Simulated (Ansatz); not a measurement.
**InHCl (SMILES [Cl][InH]): UHF/def2-TZVPP (core potential)**

Aim: the vertical doublet–quartet gap of InHCl at UHF/def2-TZVPP (core potential), from 2 runs. 

Program for the calculation: Ansatz 0.2.0.

38 further runs of the same task are left out: 38 set aside as unsound or not needed.

## 1. The structure to begin with

The species is InHCl (3 atoms), meant as a doublet with charge 0. As SMILES, `[Cl][InH]`. The shape is that of a PBE0-D4/def2-TZVP optimisation.

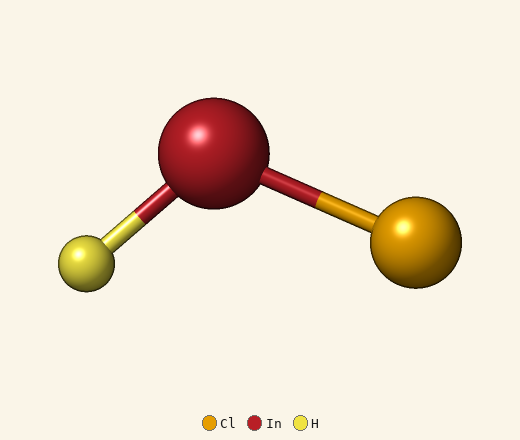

The structure, seen from a chosen angle (chlorine amber, indium red, hydrogen yellow).

## 2. A single-point energy at UHF/def2-TZVPP (core potential)

Input file run.yaml:

```yaml
crystal:
  periodic: [false, false, false]
  atoms:
    - {symbol: Cl, position_ang: [-1.649800, 0.396800, -0.867400]}
    - {symbol: In, position_ang: [0.409500, 0.542400, 0.286100]}
    - {symbol: H, position_ang: [1.229400, -1.003900, 0.568100]}
basis:
  gaussian: {orbitals: def2-TZVPP}
magnetization: {spin_polarized: true, initial_magnetization: 1}
hamiltonian: {xc: hf}
accuracy: high
output: {orbitals: {seedname: orbitals}}
```

On the command line:

```console
ansatz run run.yaml --threads 1 --pin off --max-ram 3480MiB --events-out events.jsonl --progress --plain --runs-dir runs
```

Output:

```text
Warning: RAYON_NUM_THREADS=1 ignored (pool sized by the plan → 1); use --threads N
Functional definition: HF
  name "HF"
  exchange = exact_x
  correlation = 0
1766 factors; integrals over basis functions are off by at most 3.3e-9 eV
mean field evaluation 1: about -17668.1483 eV, gradient 1.1e1 eV
mean field evaluation 2: about -17668.1522 eV, gradient 1.1e1 eV
mean field evaluation 4: about -17669.2993 eV, gradient 1.7e0 eV
mean field evaluation 8: about -17669.3719 eV, gradient 5.7e-3 eV
mean field evaluation 16: about -17669.3719 eV, gradient 2.9e-8 eV
mean field -17669.37194532 eV, -649.3374422599 hartree, gradient 2.9e-8 eV, S^2 0.768245; 0 other end points of the search recorded, 0 dependent functions left out
reference -17669.37194532 eV, -649.3374422599 hartree; 20, 19 occupied and 86, 87 virtual orbitals, 1766 factors
Total energy: -17669.37194532 eV, -649.3374422599 hartree
```

Run time: 4.5 s. Hardware: 1 thread of Arm Neoverse V2, shared host; peak memory 0.33 GiB.

## 3. The quartet

Input file input.yaml:

```yaml
crystal:
  periodic: [false, false, false]
  atoms:
    - symbol: Cl
      position_ang: [-1.649800, 0.396800, -0.867400]
    - symbol: In
      position_ang: [0.409500, 0.542400, 0.286100]
    - symbol: H
      position_ang: [1.229400, -1.003900, 0.568100]
basis:
  gaussian: {orbitals: def2-TZVPP}
magnetization: {spin_polarized: true, initial_magnetization: 3}
hamiltonian: {xc: hf}
accuracy: high
output: {orbitals: {seedname: orbitals}}
```

On the command line:

```console
ansatz run input.yaml --threads 1 --pin off --max-ram 3480MiB --events-out events.jsonl --progress --plain --runs-dir runs
```

Output:

```text
Warning: RAYON_NUM_THREADS=1 ignored (pool sized by the plan → 1); use --threads N
[... 4 set-up lines as earlier in the session ...]
1766 factors; integrals over basis functions are off by at most 3.3e-9 eV
mean field evaluation 1: about -17663.3818 eV, gradient 8.7e0 eV
mean field evaluation 2: about -17663.3892 eV, gradient 8.7e0 eV
mean field evaluation 4: about -17664.4887 eV, gradient 2.3e0 eV
mean field evaluation 8: about -17664.5793 eV, gradient 2.1e-1 eV
mean field evaluation 16: about -17664.8981 eV, gradient 1.4e-1 eV
mean field evaluation 32: about -17664.6823 eV, gradient 2.0e-1 eV
mean field evaluation 64: about -17664.5586 eV, gradient 7.3e-1 eV
mean field -17664.89840767 eV, -649.1730427836 hartree, gradient 2.0e-8 eV, S^2 3.765019; 2 other end points of the search recorded, 0 dependent functions left out
reference -17664.89840767 eV, -649.1730427836 hartree; 21, 18 occupied and 85, 88 virtual orbitals, 1766 factors
Total energy: -17664.89840767 eV, -649.1730427836 hartree
```

It took 9.6 s on 1 thread of Arm Neoverse V2, shared host; peak memory 0.33 GiB.

## 4. Summary of results

At UHF/def2-TZVPP (core potential):

| quantity | value |
| --- | --- |
| doublet: total energy | -649.33744 Eh |
| doublet: HOMO energy (highest over α and β) | -8.77 eV |
| doublet: LUMO energy (lowest over α and β) | -0.08 eV |
| doublet: ⟨S²⟩ | 0.768 |
| quartet: total energy | -649.17304 Eh |
| quartet: HOMO energy (highest over α and β) | -6.47 eV |
| quartet: LUMO energy (lowest over α and β) | -3.24 eV |
| quartet: ⟨S²⟩ | 3.765 |
| vertical energy of the quartet above the doublet | 4.474 eV |

**Reading.** At this shape the quartet lies 4.47 eV (103 kcal/mol) above the doublet.
